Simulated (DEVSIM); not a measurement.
Structure: Ti/Al2O3/p-Ge capacitor, at 500 K.

| layer (left to right) | material | thickness (nm) | Na (cm⁻³) |
|---|---|---|---|
| 1 | Al2O3 | 4.70 | - |
| 2 | Ge | 680 | 7.7e17 |

Metal gate on the left, work function 4.33 eV. Fixed charge at the semiconductor interface 0 cm⁻² (in units of +e); no interface traps.

The device is made up for the run: typed textbook-type constants, with dimensions and the other settings drawn at random. Values at 300 K; Nc and Nv go as T^1.5, mobilities as T to minus their exponent, the gap by Varshni's rule with the affinity fixed.

```
parameter         Al2O3        Ge
----------------  -----  --------
gap (eV)            6.8     0.664
affinity (eV)      1.35         4
permittivity          9        16
Nc (cm⁻³)             -   1.04e19
Nv (cm⁻³)             -      6e18
Varshni α (eV/K)      -  0.000477
Varshni β (K)         -       235
```

DEVSIM, 1D Poisson equation in equilibrium, Boltzmann statistics, complete ionisation; no quantum confinement or tunnelling. Metal contacts follow the ideal Schottky-Mott rule: no Fermi-level pinning, no interface dipoles.

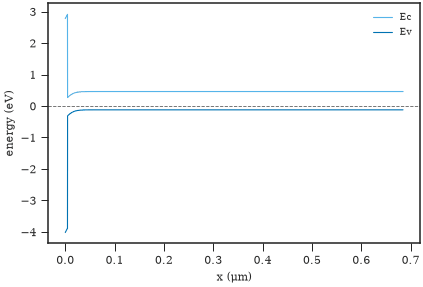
Fig. 1. Band edges at 0.2 V on the gate

Energies count from the Fermi level of the right contact; mesh points crowd at the junctions.

```tsv
x (μm)	Ec (eV)	Ev (eV)	n (cm⁻³)	p (cm⁻³)	field (V/cm)
0.000	2.780	-4.020	< 1e2	< 1e2	290000
0.0008332	2.804	-3.996	< 1e2	< 1e2	290000
0.002032	2.839	-3.961	< 1e2	< 1e2	290000
0.003273	2.875	-3.925	< 1e2	< 1e2	290000
0.004571	2.913	-3.887	< 1e2	< 1e2	290000
0.005404	0.278	-0.304	3.5e16	1.1e16	160000
0.006967	0.302	-0.280	2.0e16	1.9e16	140000
0.01152	0.358	-0.224	5.5e15	7.1e16	110000
0.01820	0.412	-0.170	1.6e15	2.5e17	58000
0.03048	0.451	-0.131	6.4e14	6.1e17	14000
0.05474	0.460	-0.122	5.1e14	7.6e17	470
0.1187	0.461	-0.121	5.1e14	7.7e17	≈ 0
0.2224	0.461	-0.121	5.1e14	7.7e17	≈ 0
0.3878	0.461	-0.121	5.1e14	7.7e17	≈ 0
0.5534	0.461	-0.121	5.1e14	7.7e17	≈ 0
0.6161	0.461	-0.121	5.1e14	7.7e17	≈ 0
0.6479	0.461	-0.121	5.1e14	7.7e17	≈ 0
0.6652	0.461	-0.121	5.1e14	7.7e17	≈ 0
0.6770	0.461	-0.121	5.1e14	7.7e17	≈ 0
0.6810	0.461	-0.121	5.1e14	7.7e17	≈ 0
0.6833	0.461	-0.121	5.1e14	7.7e17	≈ 0
0.6847	0.461	-0.121	5.1e14	7.7e17	≈ 0
```
